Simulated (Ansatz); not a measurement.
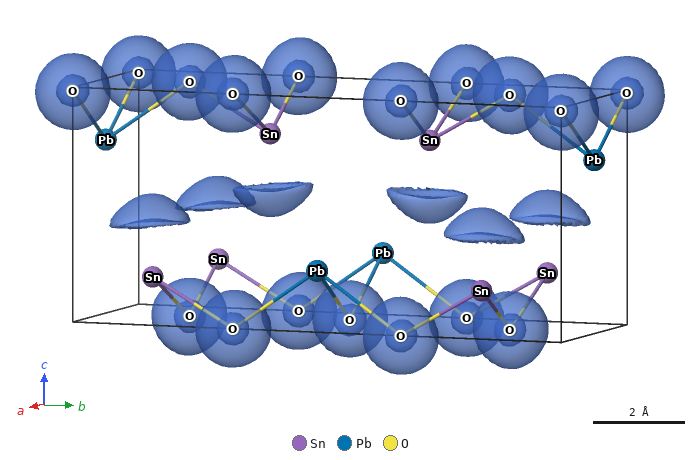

*Sn2PbO3. Isosurface of the electron localisation function at 0.7 (blue), seen slightly off an axis. Core shells and regions of very low density are left out. Sticks mark near contacts.*

Space group Pmmn; a structure generated by program, which may or may not match a known phase.

Computed with DFT PBE, scalar-relativistic, plane waves, PAW in Ansatz.

In a PAW calculation such maps are meaningful between the atoms, not at the nuclei.

Q: Describe the localisation domains.

A: The surface consists of four lobes on Sn, pointing away from the bonds (lone pairs) and six regions wrapped around O (the valence shell of each), counted in one cell of 12 atoms. Any copies at cell faces, edges or corners count once. Along the contacts the grid gives the following. Sn–O (2.20 Å): the ELF peaks at about 0.85 in the valence shell of O, 0.6 Å from its nucleus, and is about 0.20 at the midpoint (no localised pair shows between them). Pb–O (2.36 Å): the ELF peaks at about 0.85 in the valence shell of O, 0.6 Å from its nucleus, and drops to about 0.20 between the two atoms.
